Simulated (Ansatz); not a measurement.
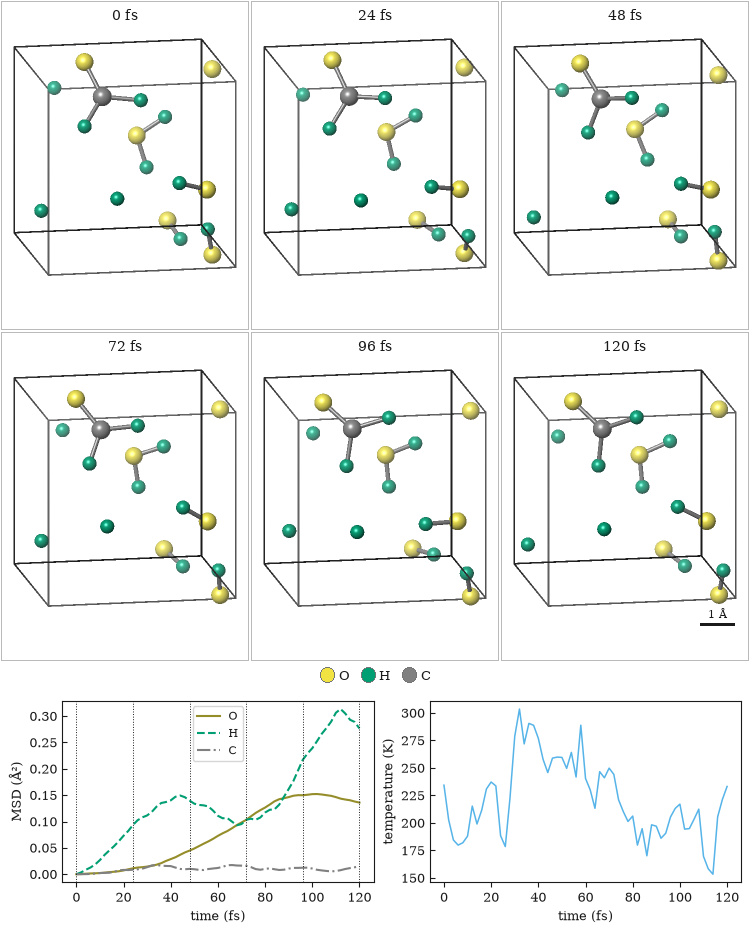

First-principles dynamics of a periodic cell with 4 H2O + 1 H2CO at 0.937 g/cm³, 120 fs long. It starts from the last geometry of an earlier run, with fresh velocities. Frames and the history of the run. Style: ball-and-stick. Shown: the simulation cell, from a free direction.

These are results of DFT r2SCAN-D3(BJ), scalar-relativistic, plane waves, PAW in Ansatz 0.2.0, not measurements. Run with plane-wave cutoff 500 eV; k-point mesh 1 × 1 × 1; Fermi-Dirac smearing 0.05 eV; low-accuracy preset; Langevin thermostat (NVT); set temperature 250 K; time step 2 fs; friction 0.005 per fs.

What happens in this trajectory?

The mean temperature in the second half is 207 K (standard deviation 25 K). The potential energy is still drifting at the end, so the run hasn't reached equilibrium. The potential energy in the second half lies on average 13.0 meV per atom above the first frame. Root-mean-square distances from the starting positions over the second half, with the common drift of all atoms taken out: H 0.43 Å, O 0.36 Å, C 0.11 Å. The heavy atoms stay within a fraction of a molecule's size of their starting places; so short a run doesn't tell a liquid from a solid. The time step of 2 fs is long for the fastest vibrations here (lightest element hydrogen).

Limits of the set-up: the program's low-accuracy preset was used; the periodic images lie only 5.7 Å apart, so the values are limited by the cell's size.

Cost: 10 min on 1 thread of Intel(R) Xeon(R) Platinum 8259CL CPU @ 2.50GHz (Skylake/Cascade Lake) (shared host), peak memory 0.71 GiB.
